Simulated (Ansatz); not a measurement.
Input file:

```
crystal:
  periodic: [false, false, false]
  atoms:
    - symbol: Cl
      position_ang: [1.552328, -0.103547, 1.310439]
    - symbol: "N"
      position_ang: [-1.595293, 0.428521, 0.546362]
    - symbol: Si
      position_ang: [-1.267314, -0.995223, -0.315228]
    - symbol: Sn
      position_ang: [1.107756, -2.026106, -0.171447]
    - symbol: H
      position_ang: [-2.472544, 0.933025, 0.578733]
    - symbol: H
      position_ang: [-0.841670, 0.836610, 1.097614]
    - symbol: H
      position_ang: [-2.545374, -1.354120, -1.020368]
basis:
  gaussian:
    orbitals: def2-TZVPD
hamiltonian:
  xc: {name: PBE0}
output:
  forces: true
  orbitals: {seedname: orbitals}
magnetization:
  spin_polarized: true
  initial_magnetization: 1
```

Command:

```sh
ansatz run input.yaml --threads 2 --pin off --max-ram 4350MiB --events-out events.jsonl --progress --plain --runs-dir runs
```

Geometry: PBE0-D3(BJ)/def2-SVP; core potentials replace the inner electrons of Sn.

Level of theory: isolated molecule in a Gaussian basis; Kohn-Sham density functional theory, functional PBE0 in Ansatz.

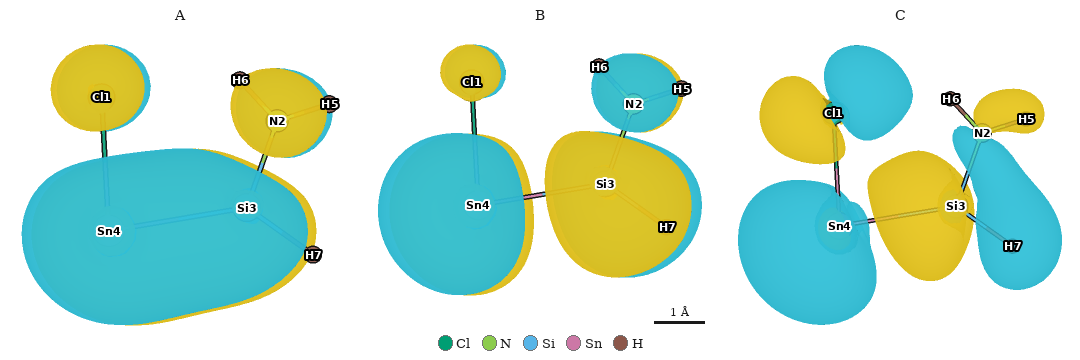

ClH₃NSiSn (SMILES N/[SiH]=[Sn]\[Cl]) (doublet). Three frontier orbitals at ±0.06 Å⁻³ᐟ² (yellow and cyan are the two phases), in no order.

Order the three orbitals by energy and name them. All are α orbitals.

Answer. C is the HOMO−1 (α) (−7.06 eV). Its weight (Hirshfeld) is mainly on Sn4 (about 45 %), Si3 (about 25 %) and Cl1 (about 20 %); it is symmetric in the molecular plane (an in-plane orbital: σ, lone-pair or in-plane π type). A is the HOMO (α) (−5.25 eV). By Hirshfeld shares it lies mainly on Sn4 (about 50 %), Si3 (about 30 %), N2 (about 5 %) and Cl1 (about 5 %); it changes sign across the molecular plane (π type); π-bonding across Si3–Sn4. B is the LUMO (α) (−1.90 eV). Its weight (Hirshfeld) is mainly on Sn4 (about 45 %), Si3 (about 40 %) and N2 (about 5 %); it changes sign across the molecular plane (π type); π-antibonding (a node) across Si3–Sn4.

What is the gap between the highest occupied and lowest empty α orbitals?

Answer. 3.35 eV between the orbital energies.
